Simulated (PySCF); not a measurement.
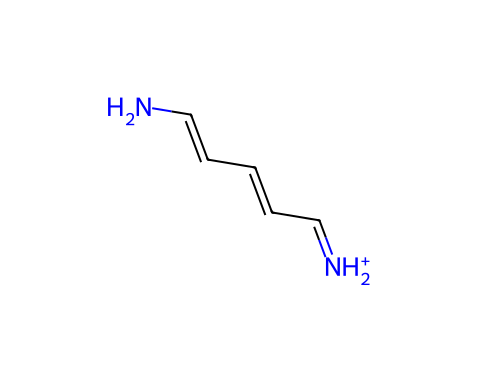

The species has charge +1 and is a spin singlet. The geometry was computed by an optimisation with PBE0-D3(BJ)/def2-SVP. No frequency run is at hand to confirm it as a minimum. Program: PySCF 2.14.0.

Tabulate HOMO energy (eV) at these levels: B3LYP/pcJ-1; HF/pcSseg-1; PBE0/def2-SVPD; PBE0/pcSseg-1.

```csv
level,HOMO energy (eV)
B3LYP/pcJ-1,−10.07
HF/pcSseg-1,−12.10
PBE0/def2-SVPD,−10.29
PBE0/pcSseg-1,−10.28
```
